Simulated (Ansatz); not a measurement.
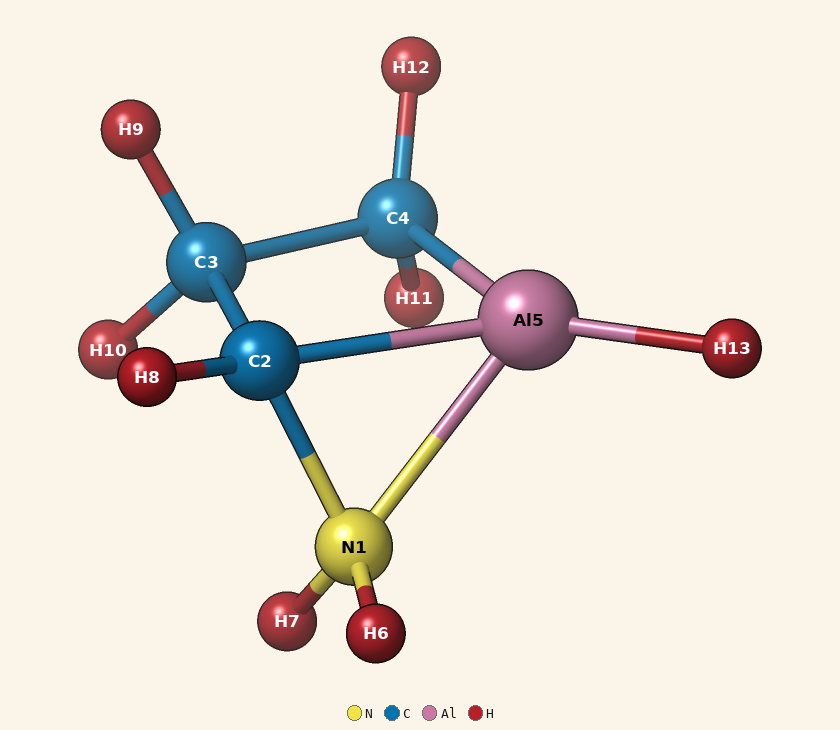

Depth is shown by fading: the farther an atom, the more it takes the colour of the background. The computed structure is the end point of a PBE0-D4/def2-TZVP optimisation. No frequency run is at hand to confirm it as a minimum.

> What is the conformation of the ring C2–C3–C4–Al5?

It is planar. The Cremer–Pople amplitude Q is 0.05 Å.

> Give the torsion angles round the ring, beginning with the bond from its second to its third atom.

−4°, 3°, −3°, 4°.
